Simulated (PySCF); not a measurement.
Mg(Cl)(OSiH3), SMILES [Mg]([O][SiH3])[Cl], PBE0/def2-SVP optimised geometry. Atoms within 1.6 Å of the plane z = 0.0 Å (x, y, z in Å): O3 (-1.05, -1.12, 1.30), Si4 (-0.45, -0.31, 0.00), H5 (1.05, -0.31, 0.00), H6 (-0.91, 1.12, 0.00), H7 (-0.91, -0.93, -1.28).

Level of theory: PBE0/def2-TZVP in PySCF. Cells within 0.4 Å of a nucleus heavier than hydrogen are left out (blank, or x).

Map of the electron localisation function on the plane z = 0.0 Å:

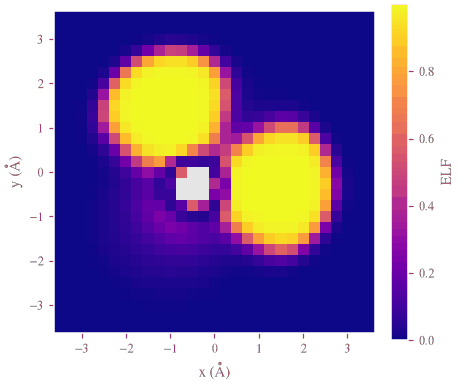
*Electron localisation function on the plane z = 0.0 Å.*
